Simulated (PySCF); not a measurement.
# Run report: C₂H₇FSi₂, NMR shielding calculation

The run: NMR shielding calculation of C₂H₇FSi₂. Method and program: GIAO KT3/pcSseg-1 NMR shielding, non-relativistic, IEF-PCM water (PySCF 2.14.0).

The geometry comes from this level: GFN2-xTB. Figures and captions count atoms from 1; the log counts them from 0 in places.

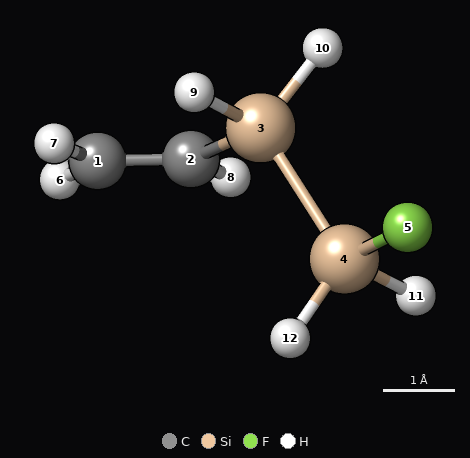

Fig. 1: The structure (ball-and-stick view, seen at a tilt; atoms are numbered from 1 in the order of the input). Bond lengths as drawn: C–C 1.32 Å, C–H 1.08 Å, C–Si 1.88 Å, F–Si 1.62 Å, H–Si 1.46 to 1.47 Å and Si–Si 2.31 Å.

## Input
```
{"job": {"xc": "KT3", "basis": "pcSseg-1", "solvent": "water", "kind": "nmr", "pop": false}, "charge": 0, "multiplicity": 1}
C      2.334314    -0.046564    -0.433713
C      1.142528    -0.617276    -0.503994
Si    -0.213253    -0.443742     0.790439
Si    -2.006893     0.668913    -0.143510
F     -3.174506     0.723242     0.973601
H      3.087359    -0.163368    -1.198917
H      2.614680     0.568848     0.406011
H      0.921083    -1.227513    -1.372840
H      0.358896     0.246438     1.956555
H     -0.561977    -1.804775     1.234857
H     -2.680881     0.014746    -1.263138
H     -1.820153     2.080366    -0.471377
```

The first line tells a small driver script what to run in PySCF; the rest is the geometry in Å.

Machine: 1 CPU thread, shared host.

Launch command:
```bash
OMP_NUM_THREADS=1 python <driver script> task.json out
```

## The program's output
```
coarse grid: 10848 points
cycle   1  E = -766.1296097170  dE =  2.150e-01  |g| = 7.882e-01  |ddm| = 3.097e+00
cycle   2  E = -765.8413366408  dE =  2.883e-01  |g| = 1.510e+00  |ddm| = 2.199e+00
cycle   3  E = -766.2396063600  dE = -3.983e-01  |g| = 1.330e-01  |ddm| = 1.699e+00
cycle   4  E = -766.2426804414  dE = -3.074e-03  |g| = 6.444e-02  |ddm| = 1.828e-01
cycle   5  E = -766.2437428663  dE = -1.062e-03  |g| = 1.232e-02  |ddm| = 6.686e-02
cycle   6  E = -766.2437632754  dE = -2.041e-05  |g| = 8.351e-03  |ddm| = 1.539e-02
cycle   7  E = -766.2437814805  dE = -1.821e-05  |g| = 1.698e-03  |ddm| = 6.846e-03
cycle   8  E = -766.2437821522  dE = -6.717e-07  |g| = 3.293e-04  |ddm| = 2.050e-03
final grid: 95480 points
cycle   9  E = -766.3206615147  dE = -1.155e-04  |g| = 2.855e-02  |ddm| = 3.547e-02
cycle  10  E = -766.3204653478  dE =  1.962e-04  |g| = 4.479e-02  |ddm| = 5.402e-02
cycle  11  E = -766.3207587328  dE = -2.934e-04  |g| = 4.762e-03  |ddm| = 3.818e-02
cycle  12  E = -766.3207615834  dE = -2.851e-06  |g| = 7.707e-04  |ddm| = 4.064e-03
cycle  13  E = -766.3207617574  dE = -1.740e-07  |g| = 2.837e-04  |ddm| = 9.674e-04
cycle  14  E = -766.3207617783  dE = -2.083e-08  |g| = 6.148e-05  |ddm| = 2.517e-04
cycle  15  E = -766.3207617791  dE = -8.463e-10  |g| = 2.081e-05  |ddm| = 6.708e-05
```

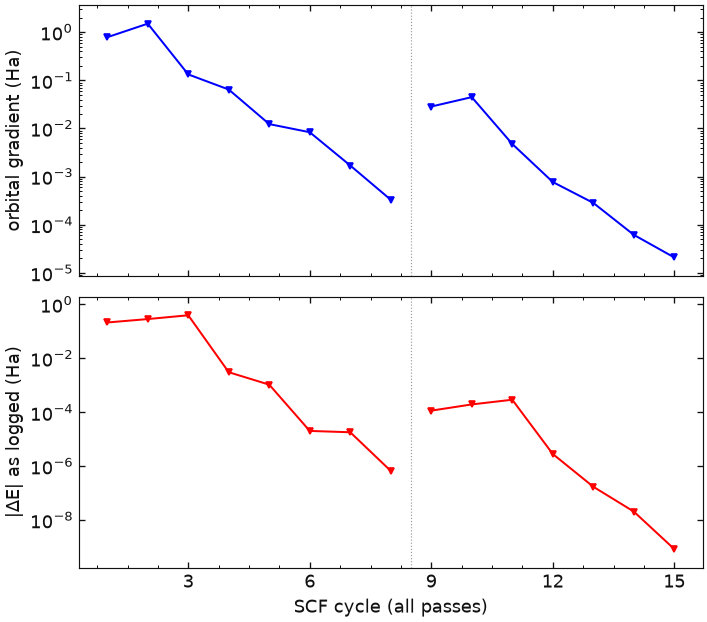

Fig. 2: Convergence of the self-consistent field: orbital gradient and size of the energy change against the SCF cycle. The dotted line marks the change from a coarse to the final integration grid. The first 8 cycles use a coarse grid, the final grid takes over at cycle 9, and the field converges after 15 cycles in all.

```
converged SCF energy = -766.3207617791

GIAO shielding tensors (ppm)
atom      isotropic    diamagn.    paramagn.     s11        s22        s33       span
  0 C       51.123     253.036    -201.913    -60.711     56.560    157.521    218.232
  1 C       62.914     261.062    -198.148    -38.954     52.587    175.110    214.064
  2 Si     436.428     883.912    -447.485    396.014    433.588    479.681     83.666
  3 Si     357.292     878.525    -521.233    280.615    334.104    457.158    176.544
  4 F      427.012     466.213     -39.201    373.958    445.473    461.605     87.647
  5 H       25.438      29.054      -3.616     22.271     24.934     29.108      6.837
  6 H       25.600      31.780      -6.180     22.282     25.114     29.405      7.122
  7 H       25.742      32.147      -6.405     24.500     24.992     27.735      3.235
  8 H       27.601      30.722      -3.122     25.000     26.251     31.552      6.552
  9 H       27.363      29.687      -2.324     24.671     25.601     31.817      7.146
 10 H       26.107      28.950      -2.843     22.805     25.464     30.052      7.247
 11 H       26.182      29.199      -3.018     23.029     25.598     29.918      6.890
```

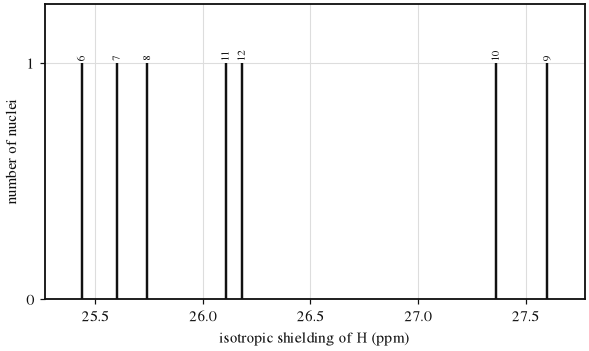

Fig. 3: Isotropic shieldings of the hydrogen nuclei in this fixed geometry, labelled by atom number; shielding grows to the right, so chemical shift grows to the left. The least shielded is H6 (25.4 ppm), the most shielded H9 (27.6 ppm).

## Results in brief

- outcome: converged
- total energy: −766.320762 hartree
- HOMO: −6.64 eV
- LUMO: −1.62 eV
- dipole moment: 2.66 D
- isotropic shielding, C: 51.1 to 62.9 ppm
- isotropic shielding, Si: 357.3 to 436.4 ppm
- isotropic shielding, F: 427.0 ppm
- isotropic shielding, H: 25.4 to 27.6 ppm
- wall time: 6.5 s
- peak memory: 0.67 GiB
